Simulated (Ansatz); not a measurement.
## Pressure series in Co

Start from Co in the hcp (Mg type) structure (space group P6_3/mmc, No. 194; ferromagnetic).

```cif
data_Co2
_chemical_formula_sum 'Co2'
_space_group_name_H-M_alt 'P63/mmc'
_space_group_IT_number 194
_space_group_name_Hall '-P 6c 2c'
_cell_length_a 2.45722
_cell_length_b 2.45722
_cell_length_c 3.96868
_cell_angle_alpha 90.000
_cell_angle_beta 90.000
_cell_angle_gamma 120.000
loop_
_atom_site_label
_atom_site_type_symbol
_atom_site_symmetry_multiplicity
_atom_site_Wyckoff_symbol
_atom_site_fract_x
_atom_site_fract_y
_atom_site_fract_z
_atom_site_occupancy
Co1 Co 2 c 0.33333 0.66667 0.25000 1
```

Cell and atoms are relaxed at each pressure.

All numbers come from PBEsol, PAW, 420 eV (Ansatz, a first-principles code; no SOC).

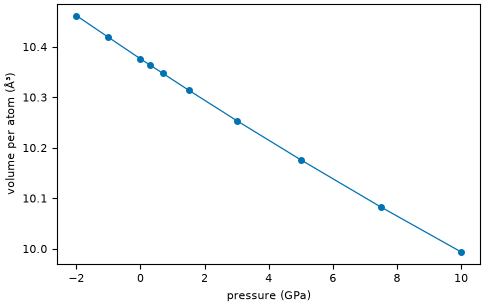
Fig. 1. Volume per atom against pressure

Problem. From the plot, what is the volume per atom for pressure 5 GPa?

Solution. About 10.18 Å³.

Problem. Is the trend monotonic over the range shown?

Solution. Yes, it falls throughout, spanning 9.99 Å³ to 10.46 Å³.

Other magnetic orders, which the real material may have, were not ruled out. Load acts through the strain it causes; cell and atoms are relaxed under it. Stability against distortions was not tested. No other phases were tried under pressure.
